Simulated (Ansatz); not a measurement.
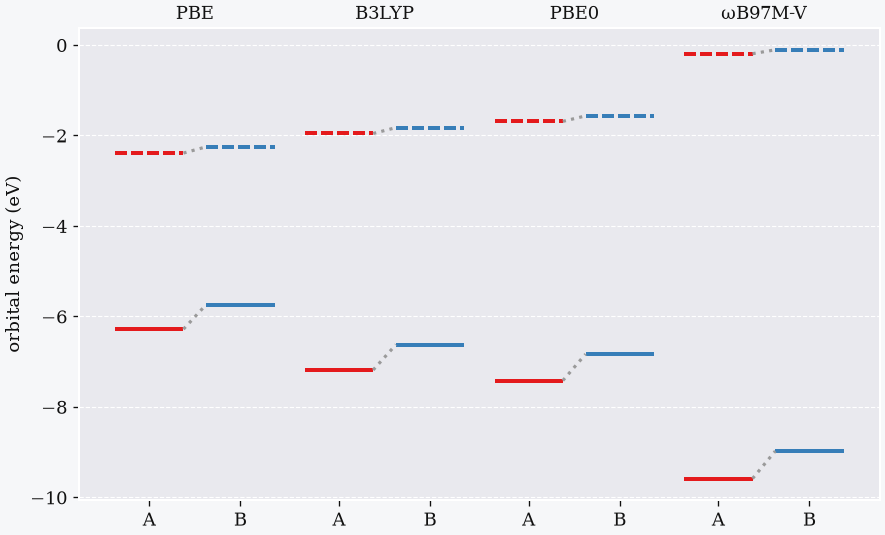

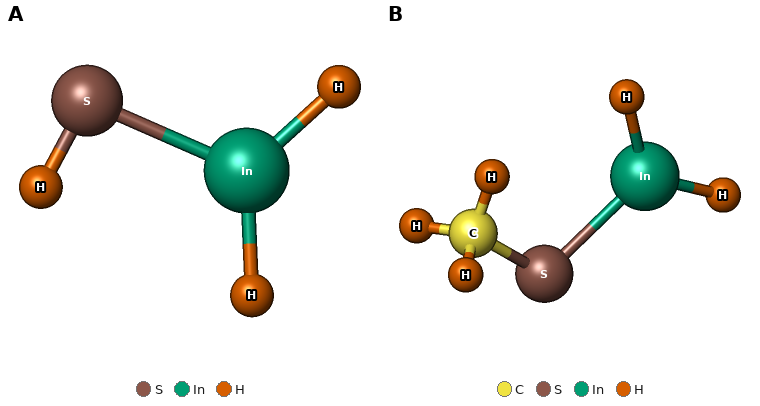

One change: A, InH₃S (SMILES [SH][InH2]), becomes B, CH₅InS (SMILES C[S][InH2]). H on S is replaced by CH₃. HOMO (solid) and LUMO (dashed) computed in def2-TZVPP at PBE0-D4/def2-TZVP geometries, both minima by their frequencies, gas phase, the Ansatz code 0.2.0.

> What does the change do to HOMO and LUMO?

PBE: the HOMO rises by 0.54 eV, the LUMO rises by 0.14 eV, and the separation goes from 3.89 to 3.49 eV. B3LYP: the HOMO rises by 0.56 eV, the LUMO rises by 0.13 eV, and the separation goes from 5.23 to 4.80 eV. PBE0: the HOMO rises by 0.59 eV, the LUMO rises by 0.12 eV, and the separation goes from 5.73 to 5.27 eV. ωB97M-V: the HOMO rises by 0.61 eV, the LUMO rises by 0.09 eV, and the separation goes from 9.39 to 8.87 eV.

> Do the functionals agree on the effect?

They agree on the direction for both levels; the HOMO shift lies between 0.54 and 0.61 eV and the LUMO shift between 0.09 and 0.14 eV, while the separations themselves differ by up to 5.5 eV between functionals.

Note: core potentials past krypton; spin-orbit coupling is left out, and with In it can shift these values.
